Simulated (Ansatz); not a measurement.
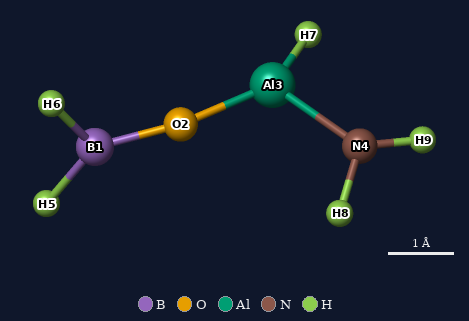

*The input geometry (ball-and-stick view, seen at a tilt; atoms are numbered from 1 in the order of the input). Sticks mark near contacts.*

Bond lengths as drawn: Al–H 1.35 Å, Al–N 1.95 Å, Al–O 1.60 Å, B–H 1.31 to 1.37 Å, B–O 1.37 Å and H–N 1.00 to 1.19 Å.

AlBNH5O: geometry relaxation

The run: geometry relaxation of AlBNH5O, SMILES B[O][AlH][NH2]. Method and program: RHF/6-31G (Ansatz 0.2.0).

The run did not end well. The geometry comes from this level: PBE0-D4/def2-TZVP.

### What the program printed
```
Functional definition: HF
  name "HF"
  cite "Fock, Z. Phys. 61, 126 (1930) doi:10.1007/BF01340294"
  parent pbe
  exchange = exact_x
  correlation = 0
1300 factors; integrals over basis functions are off by at most 2.1e-9 eV
mean field evaluation 1: about -10846.2526 eV, gradient 4.5e1 eV
mean field evaluation 2: about -10846.3956 eV, gradient 4.6e1 eV
mean field evaluation 4: about -10850.8905 eV, gradient 2.6e0 eV
mean field evaluation 8: about -10850.9389 eV, gradient 2.1e-1 eV
mean field evaluation 16: about -10850.9391 eV, gradient 1.7e-8 eV
mean field -10850.93905069 eV, -398.7646550820 hartree, gradient 1.7e-8 eV, S^2 0.000000; 0 other end points of the search recorded, 0 dependent functions left out
the calculation of the forces begins
reference -10850.93905069 eV, -398.7646550820 hartree; 19, 19 occupied and 31, 31 virtual orbitals, 1300 factors
relax step   1: F+E_penalty+E_count = -10850.93905069 eV  Δ(F+E_penalty+E_count) = +0.000e0 eV  max|allowed force component| = 7.179e0 eV/Å  Δτ_max = 0.0000 Å  (50 SCF iters, accepted)
these checks for a lower state are left out or cut short: starts, cluster_reference, orbital_swaps, neighbouring_geometries, increment
1304 factors; integrals over basis functions are off by at most 2.5e-9 eV
mean field -10853.16695990 eV, -398.8465292357 hartree, gradient 3.3e-8 eV, S^2 0.000000; 0 other end points of the search recorded, 0 dependent functions left out
the calculation of the forces begins
reference -10853.16695990 eV, -398.8465292357 hartree; 19, 19 occupied and 31, 31 virtual orbitals, 1304 factors
relax step   2: F+E_penalty+E_count = -10853.16695990 eV  Δ(F+E_penalty+E_count) = -2.228e0 eV  max|allowed force component| = 2.914e0 eV/Å  Δτ_max = 0.1944 Å  (49 SCF iters, accepted)
```

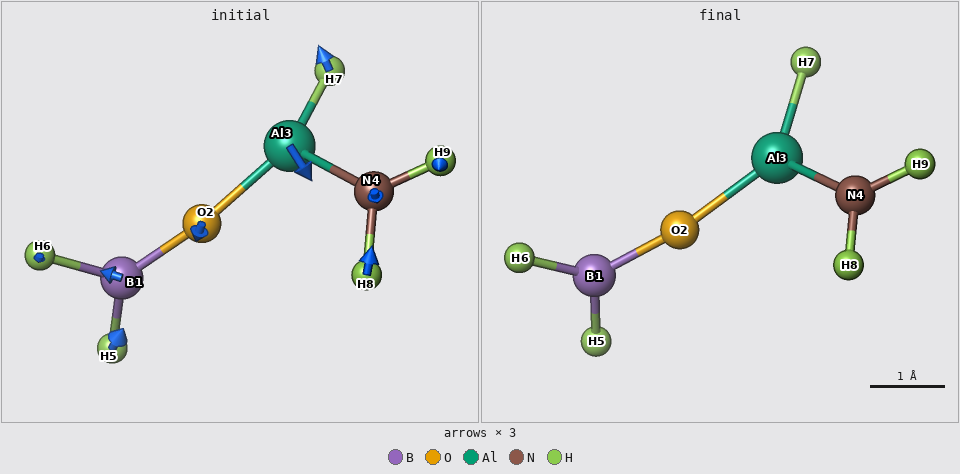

*Before (left) and after (right) the relaxation, at one scale (ball-and-stick view, seen at a tilt). The blue arrows give the displacements, magnified 3 times.*

The relaxation stopped without meeting its thresholds, so the last structure isn't shown to be converged. Al3 moves most after the best rigid fit: 0.19 Å. By element the largest moves are Al 0.19 Å, H 0.15 Å, O 0.11 Å, B 0.11 Å, N 0.08 Å. Distances before and after: Al3–H7 1.346 → 1.501 Å, N4–H8 1.193 → 1.042 Å, B1–H5 1.368 → 1.227 Å, Al3–N4 1.953 → 1.850 Å. Among the angles that change: O2–B1–H5 130.3° → 118.9°, O2–Al3–H7 140.2° → 133.1°, Al3–N4–H9 119.0° → 125.0°. Over 1 geometry step the energy falls by 2.228 eV. The largest force component goes from 7.2 to 2.9 eV/Å. (Atoms are counted from 1 in the order of the input.)

```
Error: geometry relaxation did not converge after 2 steps: max|allowed force component| = 2.91e0 eV/Å (threshold 1.0e-3). Raise `relax.max_steps` over both its present limit and 2, loosen `relax.f_tol`, or start from a geometry closer to equilibrium. Where this run's directory can be resumed (`checkpoint.write`), a resume goes on for up to `relax.max_steps` more
```

### Trajectory as extended XYZ (Å, eV, eV/Å), 2 frames, from step=1 to step=2
```
9
Properties=species:S:1:pos:R:3:forces:R:3 step=1 energy=-10850.93905
B    -1.8899    0.7271    0.5287   -2.1326  -0.2564   0.3869
O    -0.6331    0.1965    0.4351   -4.9676   2.8238   0.5255
Al    0.8595   -0.3046    0.6940    1.5531  -2.0829  -7.1788
N     1.5760   -0.8208   -1.0477   -3.2335   2.7268  -1.2378
H    -2.3006    2.0324    0.5338    1.4504  -2.6864  -0.1680
H    -2.8427   -0.1572    0.7160    1.4038   1.6439  -0.3910
H     1.7997   -0.3013    1.6571    3.2967  -0.0011   4.4167
H     1.0266   -0.4118   -2.0249    2.8315  -2.1267   4.3579
H     2.5592   -0.9875   -1.1377   -0.2016  -0.0410  -0.7115
9
Properties=species:S:1:pos:R:3:forces:R:3 step=2 energy=-10853.16696
B    -1.9694    0.7055    0.6020   -0.2326   0.2093  -0.9116
O    -0.6865    0.2936    0.4285   -2.0338   0.8873   0.9098
Al    0.8949   -0.1606    0.5684    1.5227  -1.5267  -2.9136
N     1.5751   -0.7356   -1.0525   -0.5536   1.3090  -0.6465
H    -2.2256    1.9021    0.5117    0.0896  -0.7558   0.2916
H    -2.8601   -0.1161    0.7115    0.4308   0.4527   0.1740
H     1.7951   -0.3961    1.7467    0.5656   0.0820   1.3628
H     1.1005   -0.5016   -1.9496    0.8236  -0.6746   1.6209
H     2.5307   -1.0183   -1.2123   -0.6122   0.0166   0.1126
```

This output came from the following input.

### Input
```yaml
crystal:
  periodic: [false, false, false]
  atoms:
    - {symbol: B, position_ang: [-1.889932, 0.727122, 0.528661]}
    - {symbol: O, position_ang: [-0.633120, 0.196532, 0.435122]}
    - {symbol: Al, position_ang: [0.859508, -0.304639, 0.694044]}
    - {symbol: N, position_ang: [1.576042, -0.820763, -1.047671]}
    - {symbol: H, position_ang: [-2.300589, 2.032449, 0.533789]}
    - {symbol: H, position_ang: [-2.842747, -0.157201, 0.715973]}
    - {symbol: H, position_ang: [1.799690, -0.301291, 1.657075]}
    - {symbol: H, position_ang: [1.026638, -0.411808, -2.024867]}
    - {symbol: H, position_ang: [2.559246, -0.987491, -1.137650]}
basis:
  gaussian: {orbitals: 6-31G}
hamiltonian: {xc: {name: HF}}
accuracy: high
relax: {f_tol: 0.001, max_steps: 2}
```

Launch command:
```bash
ansatz run in.yaml --threads 2 --pin off --events-out ev --progress --plain --max-ram 4352MiB
```

### Outcome

| quantity | value |
| --- | --- |
| outcome | not converged |
| hardware | 2 threads of Arm Neoverse V1, 23 GiB of memory available, shared host |
| wall time | 2.9 s (CPU time 5.4 s) |
| peak memory | 0.38 GiB |

### What went wrong

A setting was made wrong on purpose: the optimiser is allowed too few steps. The run did not converge: “geometry relaxation did not converge after 2 steps: max|allowed force component| = 2.91e0 eV/Å (threshold 1.0e-3). Raise `relax.max_steps` over both its present limit and 2, loosen `relax.f_tol`, or start from a geometry closer to equilibrium …” Its last values are not results.
